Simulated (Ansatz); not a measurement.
Band structure of a sheet of TiTe2 (3 atoms in the cell).

```
CELL_PARAMETERS angstrom
      3.87702     0.00000     0.00000
     -1.93851     3.35759     0.00000
      0.00000     0.00000    17.17063
ATOMIC_POSITIONS crystal
  Ti 0.00000 0.00000 0.50000
  Te 0.33333 0.66667 0.59233
  Te 0.66667 0.33333 0.40767
```

Method: PBE (plane waves, PAW; Ansatz, an electronic-structure program).

Settings: basis.ecutwfc = 420 eV; kpoints.mp_grid.grid = 5 5 1; hamiltonian.xc = pbe; hamiltonian.pseudopotentials = {kind: paw} (the program's default PAW files); scf.occupations.method = gaussian; scf.occupations.width = 0.1 eV; kpoints.band_path.path = [[0.0, 0.0, 0.0], [0.5, 0.0, 0.0], [0.33333333, 0.33333333, 0.0], [0.0, 0.0, 0.0]]; kpoints.band_path.npoints = 8.

The starting cell was generated: these elements placed on a structure prototype, without a prior relaxation; it need not be a known phase or ordering of this composition. Its lattice was rescaled in the plane by a random factor within 2.5 % of one. Spin-orbit coupling is off. Spin polarisation is off, so a magnetic state, if there is one, cannot be reached.

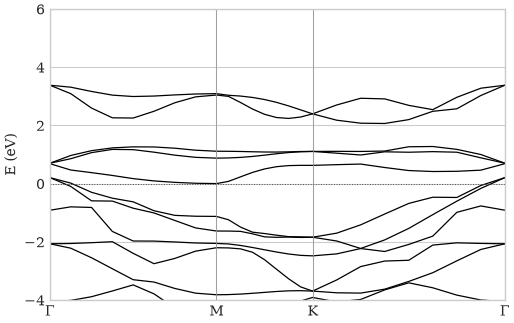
*Bands along the path, energies from the Fermi level.*

Levels in eV from the Fermi level, bands 19 to 26:
```
point     19     20     21     22    23    24    25    26
-----  -----  -----  -----  -----  ----  ----  ----  ----
Γ      -2.07  -0.91   0.21   0.21  0.69  0.70  0.70  3.38
M      -2.20  -2.05  -1.63  -1.13  0.00  0.88  1.11  3.05
K      -3.69  -2.48  -1.84  -1.84  0.63  1.11  1.11  2.40
```

Bands cross the Fermi level along this path, so the cell is metallic at this level.

Keys are those of Ansatz 0.2.
